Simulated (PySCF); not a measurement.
# C6H15BOSi: what the fields show

```xyz
24

C    -3.5952    1.3027    0.4317
B    -2.8432    0.2459   -0.4533
C    -1.4607   -0.3698    0.0182
C    -0.9985   -1.5813   -0.7956
C    -0.3740    0.7367   -0.0267
C     0.9134    0.2683    0.5659
C     2.0260    0.0974   -0.1320
O     3.1668   -0.3686    0.4235
Si    4.7043   -0.3982   -0.0965
H    -4.6235    0.9907    0.6129
H    -3.6732    2.2508   -0.1012
H    -3.1341    1.5013    1.3964
H    -3.3087   -0.0639   -1.4840
H    -1.5345   -0.6814    1.0677
H    -0.8553   -1.3058   -1.8382
H    -0.0567   -1.9714   -0.4141
H    -1.7434   -2.3726   -0.7505
H    -0.7306    1.6052    0.5315
H    -0.2135    1.0391   -1.0632
H     0.9100    0.0313    1.6205
H     2.0721    0.3204   -1.1922
H     4.7973   -0.9590   -1.4478
H     5.2827   -1.2552    0.9243
H     5.2608    0.9572   -0.1227
```

Geometry: GFN2-xTB.

Theory: PBE0/pcSseg-1, SCF density, gas phase, non-relativistic (PySCF).

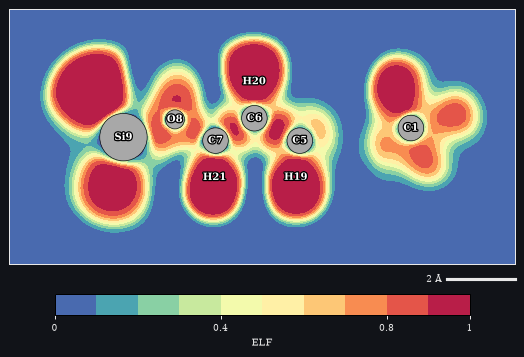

Figure 1. Electron localisation function on the plane of atoms C5, C6 and H20. Grey discs cover the atomic cores.

Interpret the plot.

The section cuts through C, O, Si and H sites.
C–C (1.32 Å): the ELF peaks at about 0.95 between the atoms: a multiple bond.
C–O (1.35 Å): the ELF peaks at about 0.90 between the atoms, as expected for a shared but strongly polarised pair.
Si–O (1.62 Å): the ELF peaks at about 0.85 between the atoms; a short, strongly polar bond.
C–H (1.08 Å): the ELF climbs to about 1 towards the hydrogen, as it does in any bond to H (an ordinary covalent bond to hydrogen).
C–C (1.49 Å): the ELF peaks at about 0.95 between the atoms: a shared electron pair.
The ELF also peaks beside O8, away from the bonds: lone-pair regions.

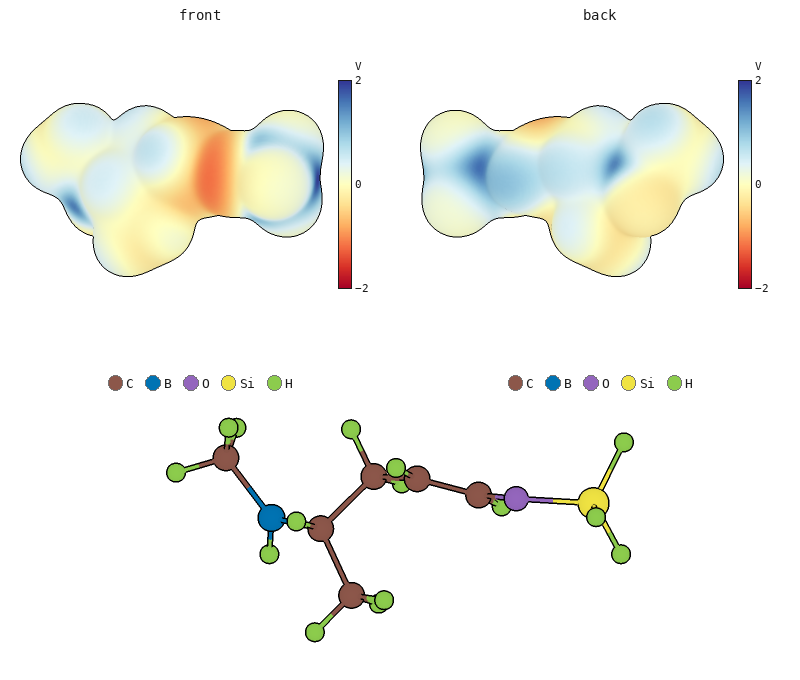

Figure 2. The molecular electrostatic potential painted on the density surface at 0.002 e/bohr³, seen from the front and from behind; the colour scale runs from red (negative) to blue (positive). The bare structure is drawn below in the same view.

Describe the electrostatic potential map.

The most negative region (about −1.1 V) lies over O8, the most positive (about +1.7 V) over Si9. O8 is the likeliest acceptor of a hydrogen bond.
